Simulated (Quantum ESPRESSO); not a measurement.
**What a tighter setting buys: ecutwfc, SrMg₃O₄ (Pm-3m, 8 atoms in the cell)**

Cell: a = 4.5060 Å, b = 4.5060 Å, c = 4.5060 Å, α = 90.00°, β = 90.00°, γ = 90.00°.

Method of the run: PBEsol, GBRV 1.5 ultrasoft (PBESOL) pseudopotentials (plane waves; Quantum ESPRESSO).

Base settings: ecutwfc = 40 Ry; ecutrho = 200 Ry; occupations = fixed; potentials = {Sr: sr_pbesol_v1.uspp.F.UPF, Mg: mg_pbesol_v1.4.uspp.F.UPF, O: o_pbesol_v1.2.uspp.F.UPF}; K_POINTS = automatic 6 6 6 0 0 0; nbnd = 38; conv_thr = 1e-09 Ry.

Misses are taken against the tightest run, 80 Ry (ecutrho: 200 Ry → 400 Ry), which need not be fully converged itself. The energy is the free energy per atom.

The count of work is k-points × plane waves × bands × iterations; it is no time, and leaves out set-up, grids and terms that scale otherwise. Core times come from one kind of shared machine and are given to one figure; runs under 30 s give none.

The starting cell comes from a database of computed structures (which also holds hypothetical and non-ambient phases and stackings), without a prior relaxation at this level. Its lattice was rescaled by a random factor within 2.5 % of one. In the base run, with a pressure of about 5 GPa the cell is away from its equilibrium volume at this level.

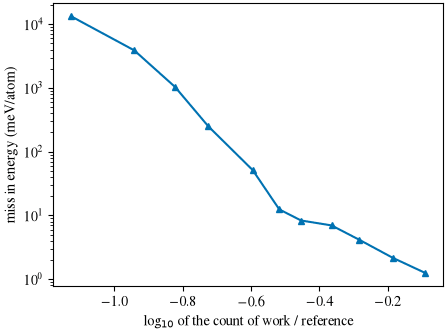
Figure: Miss against the count of work; the reference run is not drawn, and misses under 0.1 meV/atom are drawn there.

```tsv
ecutwfc	energy less reference (meV/atom)	pressure less reference (GPa)	gap on the mesh less reference (eV)	count of work / reference	core time / reference (rough)
16 Ry (ecutrho: 200 Ry → 80 Ry)	13350.55	-608.46	-0.751	0.075	–
20 Ry (ecutrho: 200 Ry → 100 Ry)	3893.86	-227.81	-0.310	0.11	–
24 Ry (ecutrho: 200 Ry → 120 Ry)	1040.12	-78.91	-0.060	0.15	–
28 Ry (ecutrho: 200 Ry → 140 Ry)	250.52	-24.73	-0.016	0.19	–
32 Ry (ecutrho: 200 Ry → 160 Ry)	51.28	-6.21	-0.006	0.25	0.3
36 Ry (ecutrho: 200 Ry → 180 Ry)	12.40	-0.90	0.000	0.30	0.5
40 Ry	8.30	0.09	0.000	0.35	0.4
46 Ry (ecutrho: 200 Ry → 230 Ry)	6.96	-0.07	0.000	0.43	0.5
52 Ry (ecutrho: 200 Ry → 260 Ry)	4.13	-0.09	0.000	0.52	0.6
60 Ry (ecutrho: 200 Ry → 300 Ry)	2.16	0.04	0.000	0.65	0.7
70 Ry (ecutrho: 200 Ry → 350 Ry)	1.25	0.05	0.000	0.81	0.9
80 Ry (ecutrho: 200 Ry → 400 Ry)	0.00	0.00	0.000	1.0	1
```

Coarsest setting among those run that, with all tighter ones, holds the energy within 10 meV/atom of the reference: 40 Ry, off by 8.3 meV/atom; it needs 0.35 of the reference's count of work and about 0.4 of the reference's time.

Coarsest setting among those run that, with all tighter ones, holds the energy within 5 meV/atom of the reference: 52 Ry (ecutrho: 200 Ry → 260 Ry), off by 4.1 meV/atom; its saving against the reference is no more than about a factor of 2 in the count of work.

The step from 32 Ry (ecutrho: 200 Ry → 160 Ry) to 60 Ry (ecutrho: 200 Ry → 300 Ry): it takes the miss in the energy from 51 to 2.2 meV/atom, for 2.6 times the count of work and roughly 2 times the time.
